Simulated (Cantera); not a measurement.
Input: 1 mol BN, 28 mol HCl, 2.4 mol N₂, 19 mol F₂, at 0.100 bar.

These are equilibrium values from Cantera (NASA tables, ideal gas, pure condensed phases), not measurements of a reactor. Candidate condensed phases: B, BN, NH₄Cl; 40 gas species. Kinetics and transport are ignored.

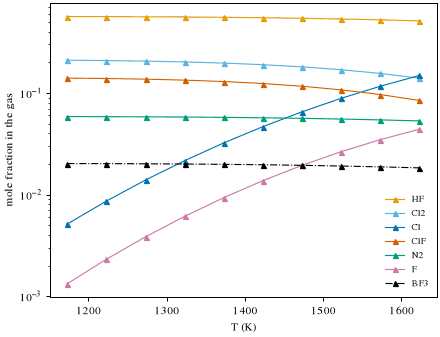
*Equilibrium gas composition (values under 1e-9 drawn at 1e-9)*

Task: Read off the mole fractions at 1473 K.

Result: HF about 0.54, Cl₂ about 0.18, ClF about 0.12, Cl about 0.065, N₂ about 0.056, F about 0.019, BF₃ about 0.019.
